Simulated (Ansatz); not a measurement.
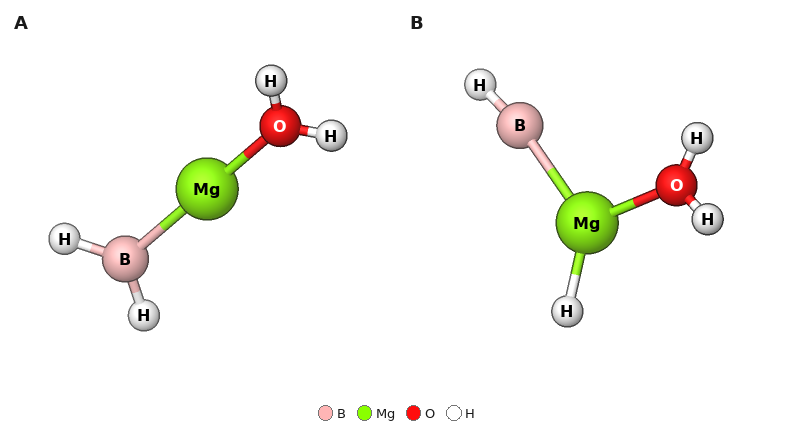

2 stationary structures of one formula. The species has charge +1 and is a spin singlet. Geometries: PBE0-D4/def2-TZVP. Electronic energies: RHF-CCSD(T) (frozen core)/def2-TZVPP (Ansatz 0.2.0), without zero-point energy. No frequency run is at hand to confirm each as a minimum. Each is one conformer, not always the lowest.

Rank them by energy, lowest first.

A is lowest; B lies 188.2 kJ/mol above it (Cs).

Give E(B) − E(A) in kJ/mol at these levels too: B3LYP-D4/def2-TZVPP; RHF-CCSD(T) (frozen core)/def2-TZVPP; PBE0-D4/def2-TZVPP; ωB97M-V/def2-TZVPP; PBE-D4/def2-TZVPP; r2SCAN-D4/def2-TZVPP; PBE0-D4/def2-TZVP.

```
                               level  E(B) − E(A) (kJ/mol)
                 B3LYP-D4/def2-TZVPP                +204.1
RHF-CCSD(T) (frozen core)/def2-TZVPP                +188.2
                  PBE0-D4/def2-TZVPP                +215.9
                  ωB97M-V/def2-TZVPP                +199.2
                   PBE-D4/def2-TZVPP                +219.7
                r2SCAN-D4/def2-TZVPP                +213.7
                   PBE0-D4/def2-TZVP                +216.0
```
